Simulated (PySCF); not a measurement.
**CH3FO2Si (SMILES O=C(O)[SiH2]F): TPSSh/3-21G**

What is the vertical ionisation energy of CH3FO2Si at TPSSh/3-21G? Input form: a Python script.

The results are computed with PySCF 2.14.0.

## Step 1: The molecule

CH3FO2Si has 8 atoms, charge 0, and is taken as a singlet. SMILES: `O=C(O)[SiH2]F`. The coordinates come from a GFN2-xTB relaxation. This is one conformer, not always the lowest.

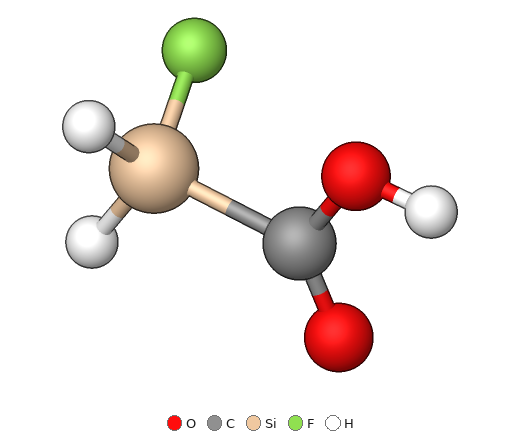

The structure, seen from a chosen angle (oxygen red, carbon grey, silicon light orange, fluorine green, hydrogen white).

## Step 2: A single-point energy at TPSSh/3-21G

Contents of job.py:

```python
from pyscf import gto, dft

mol = gto.Mole()
mol.atom = '''
O       -1.497250       0.128150       1.221910
C       -0.423090       0.231260       0.687420
O        0.617480       0.817270       1.286840
Si       0.062020      -0.384820      -1.066720
F        1.135060      -1.557250      -0.823650
H        0.393350       1.110690       2.187680
H       -1.070190      -1.007260      -1.724490
H        0.782620       0.661960      -1.768980
'''
mol.verbose = 3
mol.basis = '3-21g'
mol.charge = 0
mol.max_memory = 1860
mol.spin = 0
mol.build()

calc0 = dft.RKS(mol, xc='tpssh')
calc0.conv_tol = 1e-10
calc0.grids.level = 4
calc0.kernel()
if not calc0.converged:
    calc0 = calc0.newton().run(calc0.mo_coeff, calc0.mo_occ)

e_final = calc0.e_tot
print(f'total energy: {e_final:.8f} hartree')
```

Launch:

```
$ OMP_NUM_THREADS=1 python job.py
```

Standard output:

```text
converged SCF energy = -576.610631683229
total energy: -576.61063168 hartree
```

Run time: 15 s. Hardware: 1 thread of Arm Neoverse V1, shared host; peak memory 0.31 GiB.

## Step 3: The doublet cation

Contents of input.py:

```python
from pyscf import gto, dft

molecule = gto.M(
    atom='''
O     -1.497250     0.128150     1.221910
C     -0.423090     0.231260     0.687420
O      0.617480     0.817270     1.286840
Si     0.062020    -0.384820    -1.066720
F      1.135060    -1.557250    -0.823650
H      0.393350     1.110690     2.187680
H     -1.070190    -1.007260    -1.724490
H      0.782620     0.661960    -1.768980
''',
    verbose=3,
    basis='3-21g',
    charge=1,
    max_memory=1860,
    spin=1,
)

myscf = dft.UKS(molecule, xc='tpssh')
myscf.grids.level = 4
myscf.conv_tol = 1e-10
myscf.kernel()
if not myscf.converged:
    myscf = myscf.newton().run(myscf.mo_coeff, myscf.mo_occ)

e_final = myscf.e_tot
print(f'total energy: {e_final:.8f} hartree')
```

Launch:

```
$ OMP_NUM_THREADS=1 python input.py
```

Standard output:

```text
WARN: HOMO -0.329063964427959 >= LUMO -0.329063964427958

converged SCF energy = -576.242785727744  <S^2> = 0.75446379  2S+1 = 2.0044588
total energy: -576.24278573 hartree
```

Wall time 36 s (1 thread of Arm Neoverse V1, shared host); peak memory 0.36 GiB.

## Step 4: Summary of results

At TPSSh/3-21G:

| quantity | value |
| --- | --- |
| singlet CH3FO2Si: total energy | -576.61063 Eh |
| singlet CH3FO2Si: dipole moment | 1.58 D |
| singlet CH3FO2Si: HOMO energy | -6.71 eV |
| singlet CH3FO2Si: LUMO energy | -1.13 eV |
| singlet CH3FO2Si: HOMO–LUMO gap | 5.58 eV |
| doublet cation: total energy | -576.24279 Eh |
| doublet cation: HOMO energy (highest over α and β) | -14.74 eV |
| doublet cation: LUMO energy (lowest over α and β) | -13.19 eV |
| doublet cation: ⟨S²⟩ | 0.754 |
| vertical ionisation energy (to the doublet cation) | 10.010 eV |

The vertical ionisation energy comes to 10.01 eV (231 kcal/mol). The negative HOMO energy of the first species, 6.71 eV, lies 3.29 eV below that difference. Mulliken charges (doublet cation) run from -0.44 on O3 to +1.22 on Si4.
